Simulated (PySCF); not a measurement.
# CH₅NSi: core binding energies at several levels of theory

How much do the core binding energies of CH₅NSi (`[H]/N=C/[SiH3]`) depend on the level of theory, and what does each level cost?

The runs use PySCF 2.14.0, with density-fitted response routines of our own; the level of theory stands in each step. All values are computed, except where a source is named. Atoms are numbered from 0 throughout.

## (1) The starting structure

8 atoms, charge 0, multiplicity 1; geometry from: PBE0-D3(BJ)/def2-SVP.

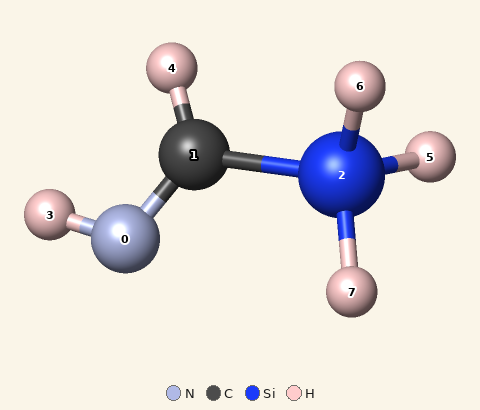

The starting geometry (nitrogen light blue, carbon dark grey, silicon blue, hydrogen pink), atoms numbered.

## (2) X-ray photoelectron lines: SCAN, X2C

What the job is given:

```
{"job": {"kind": "xps"}, "charge": 0, "multiplicity": 1}
N      1.579898    -0.442237    -0.557516
C      0.751223     0.070924     0.261316
Si    -1.104544     0.042709    -0.130345
H      2.541611    -0.355832    -0.204967
H      1.071598     0.540455     1.217489
H     -1.807894    -0.805890     0.881549
H     -1.650900     1.431243    -0.018708
H     -1.327298    -0.495208    -1.500754
```

Level: delta-SCF UKS SCAN, pcX-2 on the ionised atom, pcseg-1 elsewhere, spin-free X2C.

Launch:

```
OMP_NUM_THREADS=1 python probes_run.py task.json out
```

This one command runs all jobs of the session in turn.

Log:

```text
ground state, core basis on atom 0 (N), 102 functions
  cycle   1  E = -385.83132122  |g| = 3.38e-01
  cycle   2  E = -385.76790437  |g| = 6.22e-01
  cycle   3  E = -385.85533622  |g| = 1.31e-01
  cycle   4  E = -385.85923815  |g| = 3.69e-02
  cycle   5  E = -385.85960844  |g| = 5.48e-03
  cycle   6  E = -385.85961557  |g| = 1.72e-03
  cycle   7  E = -385.85961580  |g| = 2.54e-04
  E(ground) = -385.89386208 Eh
hole in N 1s of atom 0
  cycle   1  E = -370.26766238  |g| = 1.85e+00
  cycle   2  E = -368.86810487  |g| = 2.28e+00
  cycle   3  E = -370.79778707  |g| = 5.31e-01
  cycle   4  E = -370.88144842  |g| = 3.86e-01
  cycle   5  E = -370.96869478  |g| = 1.23e-01
  cycle   6  E = -370.97599338  |g| = 2.57e-02
  cycle   7  E = -370.97636118  |g| = 4.97e-03
  cycle   8  E = -370.97638682  |g| = 2.24e-03
  cycle   9  E = -370.97639371  |g| = 8.82e-04
  cycle  10  E = -370.97639522  |g| = 2.94e-04
  E(ion) = -371.00959966 Eh   <S^2> = 0.7813   hole on atom = 1.000   binding energy = 405.021 eV
ground state, core basis on atom 1 (C), 102 functions
  cycle   1  E = -385.84963033  |g| = 5.91e-02
  cycle   2  E = -385.84920873  |g| = 4.76e-02
  cycle   3  E = -385.84914160  |g| = 4.97e-02
  cycle   4  E = -385.84973360  |g| = 2.36e-03
  cycle   5  E = -385.84973655  |g| = 2.27e-04
  E(ground) = -385.88516233 Eh
hole in C 1s of atom 1
  cycle   1  E = -374.55831405  |g| = 1.50e+00
  cycle   2  E = -372.78767219  |g| = 2.15e+00
  cycle   3  E = -374.90863467  |g| = 5.84e-01
  cycle   4  E = -374.96204179  |g| = 6.00e-01
  cycle   5  E = -375.11688791  |g| = 1.49e-01
  cycle   6  E = -375.12617781  |g| = 1.78e-02
  cycle   7  E = -375.12671555  |g| = 1.19e-02
  cycle   8  E = -375.12704669  |g| = 8.94e-03
  cycle   9  E = -375.12739173  |g| = 6.52e-03
  cycle  10  E = -375.12750645  |g| = 3.60e-03
  cycle  11  E = -375.12752968  |g| = 1.64e-03
  cycle  12  E = -375.12753738  |g| = 4.34e-04
  E(ion) = -375.16124055 Eh   <S^2> = 0.8677   hole on atom = 1.000   binding energy = 291.813 eV
ground state, core basis on atom 2 (Si), 113 functions
  cycle   1  E = -385.94029126  |g| = 2.87e-01
  cycle   2  E = -385.94017059  |g| = 4.44e-02
  cycle   3  E = -385.93903943  |g| = 7.73e-02
  cycle   4  E = -385.94040953  |g| = 1.73e-02
  cycle   5  E = -385.94047169  |g| = 1.32e-03
  cycle   6  E = -385.94047132  |g| = 2.36e-04
  E(ground) = -385.93390619 Eh
hole in Si 1s of atom 2
  cycle   1  E = -317.01424194  |g| = 4.35e+00
  cycle   2  E = -317.09608648  |g| = 2.13e+00
  cycle   3  E = -317.54887186  |g| = 9.70e-01
  cycle   4  E = -317.87100761  |g| = 6.27e-01
  cycle   5  E = -318.05120223  |g| = 1.79e-01
  cycle   6  E = -318.06729022  |g| = 4.01e-02
  cycle   7  E = -318.06801858  |g| = 1.78e-02
  cycle   8  E = -318.06819937  |g| = 3.31e-03
  cycle   9  E = -318.06820509  |g| = 8.70e-04
  cycle  10  E = -318.06820596  |g| = 4.02e-04
  E(ion) = -318.06971138 Eh   <S^2> = 0.7525   hole on atom = 1.000   binding energy = 1846.679 eV
hole in Si 2p of atom 2
  cycle   1  E = -381.67226116  |g| = 1.23e+00
  cycle   2  E = -381.52758586  |g| = 1.10e+00
  cycle   3  E = -381.86590682  |g| = 4.91e-01
  cycle   4  E = -381.97078319  |g| = 2.05e-01
  cycle   5  E = -381.98913682  |g| = 5.51e-02
  cycle   6  E = -381.99076228  |g| = 1.68e-02
  cycle   7  E = -381.99091729  |g| = 3.83e-03
  cycle   8  E = -381.99092575  |g| = 9.02e-04
  cycle   9  E = -381.99092704  |g| = 4.84e-04
  E(ion) = -381.99566310 Eh   <S^2> = 0.7523   hole on atom = 1.002   binding energy = 107.165 eV
  2p3/2 = 106.953 eV   2p1/2 = 107.576 eV
```

Wall time 12 s (1 thread of Intel Xeon Platinum 8259CL at 2.50GHz, shared host); peak memory 0.35 GiB.

Binding energies by hole, beside the orbital energy of the ground state; the difference holds orbital relaxation and, for a density functional, its self-interaction error:

| hole | stands for | environment | ΔSCF (eV; 2p as the shell's mean) | −ε (eV) | ⟨S²⟩ |
| --- | --- | --- | --- | --- | --- |
| N1s on N0 | N0 | imine nitrogen | 405.02 | 386.1 | 0.781 |
| C1s on C1 | C1 | C=N carbon | 291.81 (doubtful) | 274.9 | 0.868 |
| Si1s on Si2 | Si2 | silicon bonded to C, 3 H | 1846.68 | 1793.4 | 0.753 |
| Si2p on Si2 | Si2 | silicon bonded to C, 3 H | 107.16 | 96.2 | 0.752 |

Doubtful: the ion did not converge, its hole moved, or its ⟨S²⟩ is well above 0.75.

With the spin-orbit splitting: Si2 2p3/2 106.95, 2p1/2 107.58 eV. The table gives each 2p level as the mean over the whole 2p shell (two parts 2p3/2, one part 2p1/2), which differs a little from the single hole in the log.

## (3) Core holes by ΔSCF: B3LYP, X2C

Same as in step 2 but for these lines:

```diff
@@ -1,2 +1,2 @@
-{"job": {"kind": "xps"}, "charge": 0, "multiplicity": 1}
+{"job": {"kind": "xps", "xc": "B3LYP"}, "charge": 0, "multiplicity": 1}
 N      1.579898    -0.442237    -0.557516
```

With the program's defaults for keys left out, this is: delta-SCF UKS B3LYP, pcX-2 on the ionised atom, pcseg-1 elsewhere, spin-free X2C.

Log:

```text
ground state, core basis on atom 0 (N), 102 functions
  cycle   1  E = -385.91315339  |g| = 3.39e-01
  cycle   2  E = -385.85192634  |g| = 6.25e-01
  cycle   3  E = -385.93976351  |g| = 7.33e-02
  cycle   4  E = -385.94084130  |g| = 3.20e-02
  cycle   5  E = -385.94110194  |g| = 3.56e-03
  cycle   6  E = -385.94110680  |g| = 4.35e-04
  E(ground) = -385.94117033 Eh
hole in N 1s of atom 0
  cycle   1  E = -370.35625429  |g| = 1.86e+00
  cycle   2  E = -369.36092577  |g| = 2.20e+00
  cycle   3  E = -370.97146968  |g| = 3.93e-01
  cycle   4  E = -371.03135963  |g| = 1.96e-01
  cycle   5  E = -371.05365290  |g| = 7.95e-02
  cycle   6  E = -371.05637920  |g| = 8.37e-03
  cycle   7  E = -371.05643312  |g| = 2.02e-03
  cycle   8  E = -371.05643969  |g| = 8.80e-04
  cycle   9  E = -371.05644172  |g| = 3.23e-04
  E(ion) = -371.05641763 Eh   <S^2> = 0.7662   hole on atom = 1.000   binding energy = 405.035 eV
ground state, core basis on atom 1 (C), 102 functions
  cycle   1  E = -385.93157491  |g| = 4.56e-02
  cycle   2  E = -385.93126786  |g| = 4.29e-02
  cycle   3  E = -385.93152955  |g| = 2.70e-02
  cycle   4  E = -385.93168850  |g| = 4.78e-03
  cycle   5  E = -385.93169367  |g| = 1.14e-04
  E(ground) = -385.93175445 Eh
hole in C 1s of atom 1
  cycle   1  E = -374.64505645  |g| = 1.51e+00
  cycle   2  E = -373.83428599  |g| = 1.92e+00
  cycle   3  E = -375.12171191  |g| = 4.37e-01
  cycle   4  E = -375.16433132  |g| = 2.93e-01
  cycle   5  E = -375.20247549  |g| = 4.48e-02
  cycle   6  E = -375.20367948  |g| = 6.49e-03
  cycle   7  E = -375.20377838  |g| = 3.88e-03
  cycle   8  E = -375.20385066  |g| = 2.17e-03
  cycle   9  E = -375.20387390  |g| = 9.12e-04
  cycle  10  E = -375.20387544  |g| = 2.40e-04
  E(ion) = -375.20387987 Eh   <S^2> = 0.7841   hole on atom = 1.000   binding energy = 291.920 eV
ground state, core basis on atom 2 (Si), 113 functions
  cycle   1  E = -385.99522735  |g| = 1.64e-01
  cycle   2  E = -385.99527712  |g| = 3.83e-02
  cycle   3  E = -385.99518947  |g| = 3.50e-02
  cycle   4  E = -385.99538679  |g| = 1.60e-02
  cycle   5  E = -385.99544153  |g| = 1.27e-03
  cycle   6  E = -385.99544338  |g| = 1.92e-04
  E(ground) = -385.99553191 Eh
hole in Si 1s of atom 2
  cycle   1  E = -317.10679293  |g| = 4.39e+00
  cycle   2  E = -317.45499526  |g| = 1.99e+00
  cycle   3  E = -317.94532802  |g| = 6.85e-01
  cycle   4  E = -318.06556773  |g| = 4.88e-01
  cycle   5  E = -318.17298122  |g| = 1.16e-01
  cycle   6  E = -318.17952914  |g| = 1.91e-02
  cycle   7  E = -318.17969832  |g| = 7.81e-03
  cycle   8  E = -318.17973369  |g| = 7.08e-04
  cycle   9  E = -318.17973381  |g| = 2.07e-04
  E(ion) = -318.17984461 Eh   <S^2> = 0.7519   hole on atom = 1.000   binding energy = 1845.359 eV
hole in Si 2p of atom 2
  cycle   1  E = -381.73482989  |g| = 1.22e+00
  cycle   2  E = -381.75141974  |g| = 9.68e-01
  cycle   3  E = -382.01424554  |g| = 2.97e-01
  cycle   4  E = -382.04654121  |g| = 1.55e-01
  cycle   5  E = -382.05692272  |g| = 3.19e-02
  cycle   6  E = -382.05744954  |g| = 8.34e-03
  cycle   7  E = -382.05748891  |g| = 9.40e-04
  cycle   8  E = -382.05749025  |g| = 3.29e-04
  E(ion) = -382.05761215 Eh   <S^2> = 0.7523   hole on atom = 1.002   binding energy = 107.156 eV
  2p3/2 = 106.953 eV   2p1/2 = 107.571 eV
```

Run time: 12 s. Hardware: 1 thread of Intel Xeon Platinum 8259CL at 2.50GHz, shared host; peak memory 0.41 GiB.

The holes in one table. −ε is the ground-state orbital energy:

```csv
hole,stands for,environment,ΔSCF (eV; 2p as the shell's mean),−ε (eV),⟨S²⟩
N1s on N0,N0,imine nitrogen,405.03,389.9,0.766
C1s on C1,C1,C=N carbon,291.92,278.2,0.784
Si1s on Si2,Si2,"silicon bonded to C, 3 H",1845.36,1802.9,0.752
Si2p on Si2,Si2,"silicon bonded to C, 3 H",107.16,98.8,0.752
```

With the spin-orbit splitting: Si2 2p3/2 106.95, 2p1/2 107.57 eV. The table gives each 2p level as the mean over the whole 2p shell (two parts 2p3/2, one part 2p1/2), which differs a little from the single hole in the log.

## (4) X-ray photoelectron lines: PBE0, X2C

Same as in step 3 but for these lines:

```diff
@@ -1,2 +1,2 @@
-{"job": {"kind": "xps", "xc": "B3LYP"}, "charge": 0, "multiplicity": 1}
+{"job": {"kind": "xps", "xc": "PBE0"}, "charge": 0, "multiplicity": 1}
 N      1.579898    -0.442237    -0.557516
```

Method: delta-SCF UKS PBE0, pcX-2 on the ionised atom, pcseg-1 elsewhere, spin-free X2C.

Log:

```text
ground state, core basis on atom 0 (N), 102 functions
  cycle   1  E = -385.64783036  |g| = 3.06e-01
  cycle   2  E = -385.60731752  |g| = 5.31e-01
  cycle   3  E = -385.67034250  |g| = 5.59e-02
  cycle   4  E = -385.67094346  |g| = 2.63e-02
  cycle   5  E = -385.67111404  |g| = 3.34e-03
  cycle   6  E = -385.67111788  |g| = 5.04e-04
  cycle   7  E = -385.67111736  |g| = 1.15e-04
  E(ground) = -385.67120554 Eh
hole in N 1s of atom 0
  cycle   1  E = -370.10280744  |g| = 1.86e+00
  cycle   2  E = -369.34904032  |g| = 2.06e+00
  cycle   3  E = -370.73805730  |g| = 3.61e-01
  cycle   4  E = -370.79382031  |g| = 1.27e-01
  cycle   5  E = -370.80315052  |g| = 6.04e-02
  cycle   6  E = -370.80476817  |g| = 6.07e-03
  cycle   7  E = -370.80481522  |g| = 2.34e-03
  cycle   8  E = -370.80482702  |g| = 1.16e-03
  cycle   9  E = -370.80483050  |g| = 3.34e-04
  E(ion) = -370.80484234 Eh   <S^2> = 0.7713   hole on atom = 1.000   binding energy = 404.534 eV
ground state, core basis on atom 1 (C), 102 functions
  cycle   1  E = -385.66182524  |g| = 6.23e-02
  cycle   2  E = -385.66142722  |g| = 4.95e-02
  cycle   3  E = -385.66168243  |g| = 3.67e-02
  cycle   4  E = -385.66198288  |g| = 2.41e-03
  cycle   5  E = -385.66198485  |g| = 1.36e-04
  E(ground) = -385.66207476 Eh
hole in C 1s of atom 1
  cycle   1  E = -374.39454760  |g| = 1.51e+00
  cycle   2  E = -373.75882126  |g| = 1.80e+00
  cycle   3  E = -374.86105108  |g| = 4.66e-01
  cycle   4  E = -374.91858852  |g| = 2.74e-01
  cycle   5  E = -374.95281709  |g| = 3.45e-02
  cycle   6  E = -374.95359895  |g| = 7.61e-03
  cycle   7  E = -374.95376351  |g| = 5.06e-03
  cycle   8  E = -374.95391596  |g| = 2.93e-03
  cycle   9  E = -374.95396031  |g| = 1.15e-03
  cycle  10  E = -374.95396185  |g| = 2.76e-04
  E(ion) = -374.95398679 Eh   <S^2> = 0.8044   hole on atom = 1.000   binding energy = 291.382 eV
ground state, core basis on atom 2 (Si), 113 functions
  cycle   1  E = -385.72430411  |g| = 2.08e-01
  cycle   2  E = -385.72430568  |g| = 3.22e-02
  cycle   3  E = -385.72414049  |g| = 3.87e-02
  cycle   4  E = -385.72444976  |g| = 1.10e-02
  cycle   5  E = -385.72447427  |g| = 1.28e-03
  cycle   6  E = -385.72447422  |g| = 1.16e-04
  E(ground) = -385.72455732 Eh
hole in Si 1s of atom 2
  cycle   1  E = -316.86806350  |g| = 4.38e+00
  cycle   2  E = -317.34073586  |g| = 1.86e+00
  cycle   3  E = -317.77576232  |g| = 5.80e-01
  cycle   4  E = -317.86284904  |g| = 4.05e-01
  cycle   5  E = -317.93693055  |g| = 8.99e-02
  cycle   6  E = -317.94087264  |g| = 1.34e-02
  cycle   7  E = -317.94095775  |g| = 5.26e-03
  cycle   8  E = -317.94097420  |g| = 5.65e-04
  cycle   9  E = -317.94097420  |g| = 1.98e-04
  E(ion) = -317.94108354 Eh   <S^2> = 0.7520   hole on atom = 1.000   binding energy = 1844.482 eV
hole in Si 2p of atom 2
  cycle   1  E = -381.47772867  |g| = 1.22e+00
  cycle   2  E = -381.54800693  |g| = 8.86e-01
  cycle   3  E = -381.76765592  |g| = 2.56e-01
  cycle   4  E = -381.79160193  |g| = 1.34e-01
  cycle   5  E = -381.79929610  |g| = 2.59e-02
  cycle   6  E = -381.79964516  |g| = 6.26e-03
  cycle   7  E = -381.79966680  |g| = 9.18e-04
  cycle   8  E = -381.79966804  |g| = 3.44e-04
  E(ion) = -381.79978539 Eh   <S^2> = 0.7529   hole on atom = 1.002   binding energy = 106.798 eV
  2p3/2 = 106.596 eV   2p1/2 = 107.211 eV
```

It took 11 s on 1 thread of Intel Xeon Platinum 8259CL at 2.50GHz, shared host; peak memory 0.41 GiB.

Binding energies by hole, beside the orbital energy of the ground state; the difference holds orbital relaxation and, for a density functional, its self-interaction error:

```csv
hole,stands for,environment,ΔSCF (eV; 2p as the shell's mean),−ε (eV),⟨S²⟩
N1s on N0,N0,imine nitrogen,404.53,391.7,0.771
C1s on C1,C1,C=N carbon,291.38,279.6,0.804
Si1s on Si2,Si2,"silicon bonded to C, 3 H",1844.48,1806.6,0.752
Si2p on Si2,Si2,"silicon bonded to C, 3 H",106.80,99.6,0.753
```

With the spin-orbit splitting: Si2 2p3/2 106.60, 2p1/2 107.21 eV. The table gives each 2p level as the mean over the whole 2p shell (two parts 2p3/2, one part 2p1/2), which differs a little from the single hole in the log.

## (5) X-ray photoelectron lines: PBE, X2C

Same as in step 4 but for these lines:

```diff
@@ -1,2 +1,2 @@
-{"job": {"kind": "xps", "xc": "PBE0"}, "charge": 0, "multiplicity": 1}
+{"job": {"kind": "xps", "xc": "PBE"}, "charge": 0, "multiplicity": 1}
 N      1.579898    -0.442237    -0.557516
```

With the program's defaults for keys left out, this is: delta-SCF UKS PBE, pcX-2 on the ionised atom, pcseg-1 elsewhere, spin-free X2C.

Log:

```text
ground state, core basis on atom 0 (N), 102 functions
  cycle   1  E = -385.60710082  |g| = 3.59e-01
  cycle   2  E = -385.49400621  |g| = 7.73e-01
  cycle   3  E = -385.63299309  |g| = 1.62e-01
  cycle   4  E = -385.63921195  |g| = 4.59e-02
  cycle   5  E = -385.63976900  |g| = 5.86e-03
  cycle   6  E = -385.63978345  |g| = 9.92e-04
  cycle   7  E = -385.63978569  |g| = 2.12e-04
  E(ground) = -385.63989117 Eh
hole in N 1s of atom 0
  cycle   1  E = -370.08528674  |g| = 1.87e+00
  cycle   2  E = -368.18995441  |g| = 2.52e+00
  cycle   3  E = -370.54820382  |g| = 6.01e-01
  cycle   4  E = -370.59331800  |g| = 5.63e-01
  cycle   5  E = -370.77807171  |g| = 1.23e-01
  cycle   6  E = -370.78535218  |g| = 4.23e-02
  cycle   7  E = -370.78623514  |g| = 5.09e-03
  cycle   8  E = -370.78625879  |g| = 1.41e-03
  cycle   9  E = -370.78625997  |g| = 4.29e-04
  E(ion) = -370.78627415 Eh   <S^2> = 0.7656   hole on atom = 1.000   binding energy = 404.188 eV
ground state, core basis on atom 1 (C), 102 functions
  cycle   1  E = -385.62991170  |g| = 7.70e-02
  cycle   2  E = -385.62833008  |g| = 8.71e-02
  cycle   3  E = -385.62896424  |g| = 7.08e-02
  cycle   4  E = -385.63012063  |g| = 9.90e-03
  cycle   5  E = -385.63014614  |g| = 2.73e-04
  cycle   6  E = -385.63014636  |g| = 9.52e-05
  E(ground) = -385.63025393 Eh
hole in C 1s of atom 1
  cycle   1  E = -374.37745811  |g| = 1.52e+00
  cycle   2  E = -371.99161691  |g| = 2.36e+00
  cycle   3  E = -374.57527504  |g| = 7.49e-01
  cycle   4  E = -374.70059438  |g| = 7.35e-01
  cycle   5  E = -374.92426073  |g| = 1.72e-01
  cycle   6  E = -374.93679724  |g| = 2.41e-02
  cycle   7  E = -374.93720462  |g| = 7.51e-03
  cycle   8  E = -374.93725690  |g| = 2.38e-03
  cycle   9  E = -374.93726567  |g| = 1.08e-03
  cycle  10  E = -374.93726891  |g| = 4.37e-04
  E(ion) = -374.93729671 Eh   <S^2> = 0.7769   hole on atom = 1.000   binding energy = 290.970 eV
ground state, core basis on atom 2 (Si), 113 functions
  cycle   1  E = -385.69355368  |g| = 2.67e-01
  cycle   2  E = -385.69335604  |g| = 5.21e-02
  cycle   3  E = -385.69178171  |g| = 9.31e-02
  cycle   4  E = -385.69360096  |g| = 2.87e-02
  cycle   5  E = -385.69377902  |g| = 3.61e-03
  cycle   6  E = -385.69378133  |g| = 5.60e-04
  cycle   7  E = -385.69378251  |g| = 9.44e-05
  E(ground) = -385.69388821 Eh
hole in Si 1s of atom 2
  cycle   1  E = -316.87051514  |g| = 4.41e+00
  cycle   2  E = -316.55147744  |g| = 2.43e+00
  cycle   3  E = -317.01747398  |g| = 1.30e+00
  cycle   4  E = -317.65998763  |g| = 7.70e-01
  cycle   5  E = -317.90405907  |g| = 3.04e-01
  cycle   6  E = -317.94997712  |g| = 6.56e-02
  cycle   7  E = -317.95196546  |g| = 2.55e-02
  cycle   8  E = -317.95234732  |g| = 2.18e-03
  cycle   9  E = -317.95235021  |g| = 6.17e-04
  cycle  10  E = -317.95235085  |g| = 1.07e-04
  E(ion) = -317.95249581 Eh   <S^2> = 0.7515   hole on atom = 1.000   binding energy = 1843.337 eV
hole in Si 2p of atom 2
  cycle   1  E = -381.45619491  |g| = 1.23e+00
  cycle   2  E = -381.12719750  |g| = 1.29e+00
  cycle   3  E = -381.57616391  |g| = 6.35e-01
  cycle   4  E = -381.75155074  |g| = 2.48e-01
  cycle   5  E = -381.77657811  |g| = 8.58e-02
  cycle   6  E = -381.78043624  |g| = 2.66e-02
  cycle   7  E = -381.78083859  |g| = 3.17e-03
  cycle   8  E = -381.78084276  |g| = 8.21e-04
  cycle   9  E = -381.78084361  |g| = 1.85e-04
  E(ion) = -381.78099857 Eh   <S^2> = 0.7518   hole on atom = 1.002   binding energy = 106.475 eV
  2p3/2 = 106.271 eV   2p1/2 = 106.894 eV
```

Wall time 7.8 s (1 thread of Intel Xeon Platinum 8259CL at 2.50GHz, shared host); peak memory 0.41 GiB.

Binding energies by hole, beside the orbital energy of the ground state; the difference holds orbital relaxation and, for a density functional, its self-interaction error:

```
       hole  stands for               environment  ΔSCF (eV; 2p as the shell's mean)  −ε (eV)   ⟨S²⟩
  N1s on N0          N0            imine nitrogen                             404.19    380.8  0.766
  C1s on C1          C1                C=N carbon                             290.97    270.3  0.777
Si1s on Si2         Si2  silicon bonded to C, 3 H                            1843.34   1783.5  0.752
Si2p on Si2         Si2  silicon bonded to C, 3 H                             106.48     94.1  0.752
```

With the spin-orbit splitting: Si2 2p3/2 106.27, 2p1/2 106.89 eV. The table gives each 2p level as the mean over the whole 2p shell (two parts 2p3/2, one part 2p1/2), which differs a little from the single hole in the log.

(Part 1 of 2 ends here.)
